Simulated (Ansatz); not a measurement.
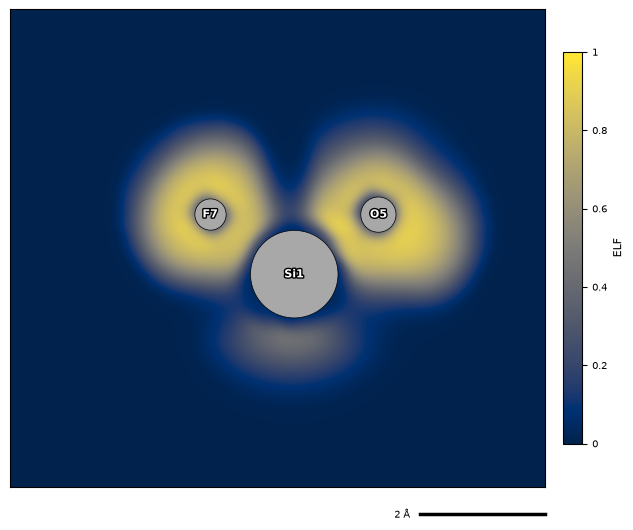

*FH$_{3}$OSi···SiH$_{4}$. Electron localisation function on the plane of atoms O5, Si1 and F7. Grey discs cover the atomic cores.*

Not at a stationary point (largest force 1.1 eV/Å).

Computed with RKS B3LYP-D4/6-31G* (Ansatz 0.2.0).

```xyz
11

Si   -0.3405   -1.4463    0.1736
Si    0.8698    1.8405   -0.2919
H     0.2049   -0.6833   -0.9585
H     0.3900   -2.7222    0.3770
O    -1.9386   -1.6740   -0.1584
H     1.0142    1.0837    0.9281
F    -0.1929   -0.6171    1.5858
H     1.2599    3.2586   -0.0623
H    -0.5433    1.8031   -0.7550
H     1.7489    1.2757   -1.3507
H    -2.4726   -2.1186    0.5123
```

> What does the map show?

- The plane passes through Si, O and F nuclei.
- Si–F (1.64 Å): the ELF peaks at about 0.85 in the valence shell of F, 0.5 Å from its nucleus, and is about 0.50 at the midpoint.
- Si–O (1.65 Å): the ELF peaks at about 0.85 between the atoms: a shared but strongly polarised pair.
- The ELF also peaks beside O5 and F7, away from the bonds: lone-pair regions.
